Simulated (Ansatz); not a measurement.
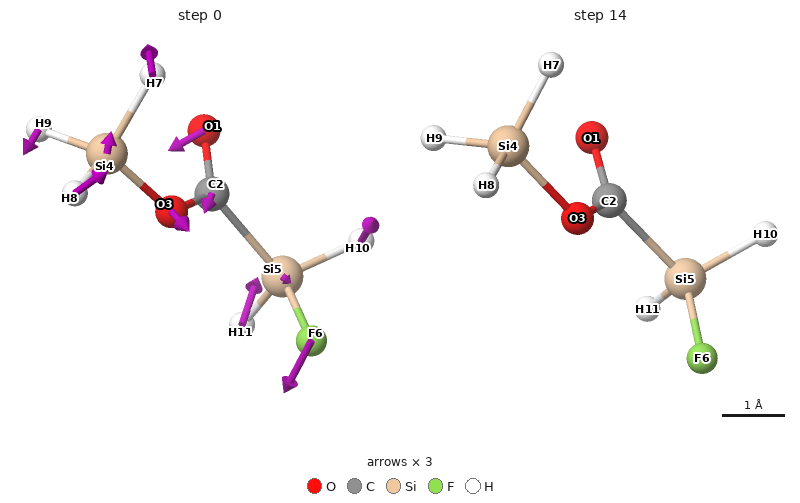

The structure of CH5FO2Si2 (coarse preliminary run) before (left) and after (right) a relaxation, at one scale. The purple arrows give the displacements, magnified 3 times.

Style: ball-and-stick. Shown from a free direction.

The start comes from a force field.

Theory: RKS PBE-D4/def2-SVP in Ansatz. Settings: force threshold 0.03 eV/Å; at most 200 steps.

> Describe what moved and what it gained.

The largest moves after the best rigid fit, 0.36 Å, are those of F6 and H10. Largest moves by element: F 0.36 Å, H 0.36 Å, O 0.23 Å, Si 0.12 Å, C 0.12 Å. Near-neighbour distances that change, for instance: O3–Si4 1.610 → 1.750 Å, Si4–H9 1.447 → 1.497 Å, O1–C2 1.176 → 1.223 Å, Si4–H8 1.456 → 1.495 Å. Among the angles between lasting bonds that change: C2–O3–Si4 127.4° → 116.6°, O3–Si4–H8 112.4° → 102.2°, C2–Si5–H11 112.9° → 107.1°. Groups turn about C2–Si5 by about 20°. The energy falls by 49.5 kJ/mol in 14 geometry steps. The largest force component goes from 3.5 to 0.0067 eV/Å. The run took 17 s on 4 threads of Arm Neoverse V2, on a shared host.
